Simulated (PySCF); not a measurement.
The calculation's input:

```
{"job": {"kind": "epr", "basis": "pcH-1"}, "charge": 0, "multiplicity": 2}
C      2.193749    -0.160824    -0.091895
C      0.939198     0.049607    -0.515641
S      0.605590     0.341088    -2.182153
C     -0.240222     0.050188     0.422531
C     -1.268142    -1.015884     0.025201
C     -0.906993     1.404622     0.342525
O     -1.145072     2.112502     1.274445
H      2.415229    -0.346614     0.945262
H      3.020799    -0.165449    -0.780062
H      0.100566    -0.123286     1.447729
H     -1.620655    -0.843551    -0.989434
H     -2.116878    -0.989731     0.703996
H     -0.810822    -2.001371     0.072794
H     -1.167025     1.688229    -0.697463
```

Launched as:

```sh
OMP_NUM_THREADS=1 python probes_run.py task.json out
```

Geometry: GFN2-xTB.

The calculation used PySCF, UKS B3LYP, pcH-1 on C H O S, non-relativistic, mean-field spin-orbit, GIAO.

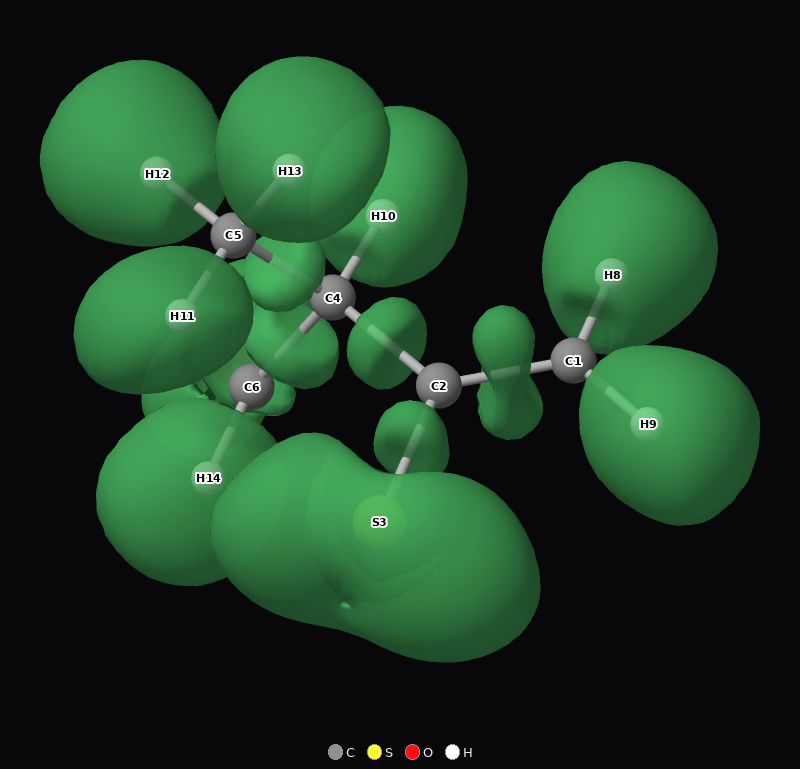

C₅H₇OS (doublet). Isosurface of the electron localisation function at 0.8 (green), seen at an oblique angle. Core shells and regions of very low density are left out.

**What do the ELF domains correspond to?**

The surface consists of four regions between bonded C–C atoms (shared pairs), one region between bonded C–S atoms (shared pairs), seven regions around hydrogen nuclei, one region on O in which the atom's valence shell and bonds are merged and one ring or bowl of non-bonding electrons around S. Along the contacts the grid gives the following. C–O (1.19 Å): the ELF peaks at about 0.85 between the atoms; a short, multiple covalent bond. C–C (1.34 Å): the ELF peaks at about 0.95 between the atoms; a multiple bond.
